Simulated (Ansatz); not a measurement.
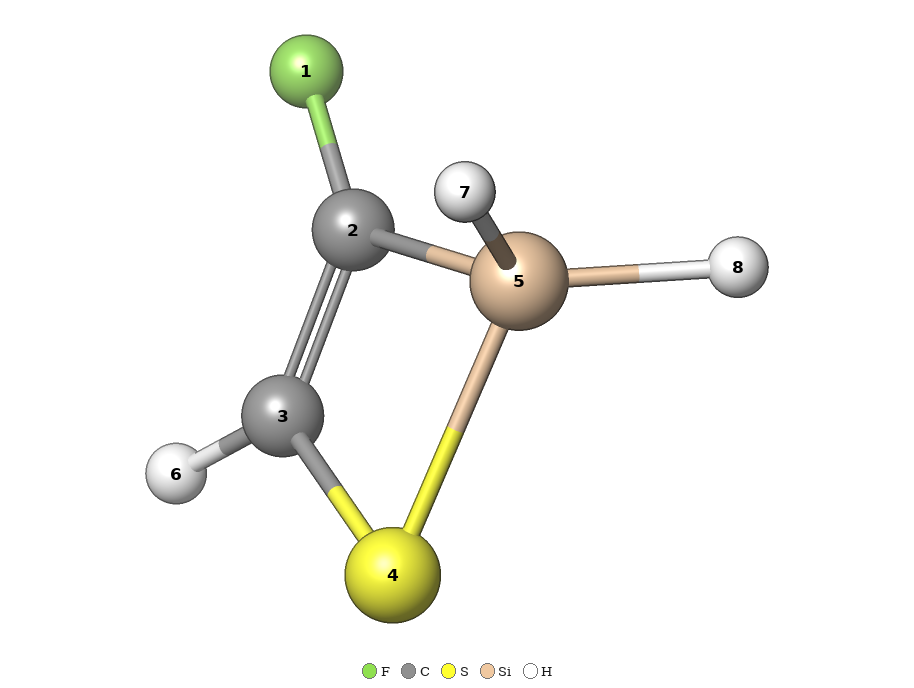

Computed geometry: PBE-D4/def2-SVP optimisation. No frequency run is at hand to confirm it as a minimum.

What is the geometry at C2?

C2 has 3 neighbours (F1 at 1.34, C3 at 1.36, Si5 at 1.88 Å); the arrangement is trigonal planar.

How are the neighbours of atom 3 arranged?

C3 has 3 neighbours (C2 at 1.36, S4 at 1.81, H6 at 1.10 Å); the arrangement is trigonal planar.

How are the neighbours of atom 4 arranged?

S4 has 2 neighbours (C3 at 1.81, Si5 at 2.20 Å); the arrangement is bent.

What is the dihedral angle C3–S4–Si5–C2?

0° in size, that is syn (eclipsed).
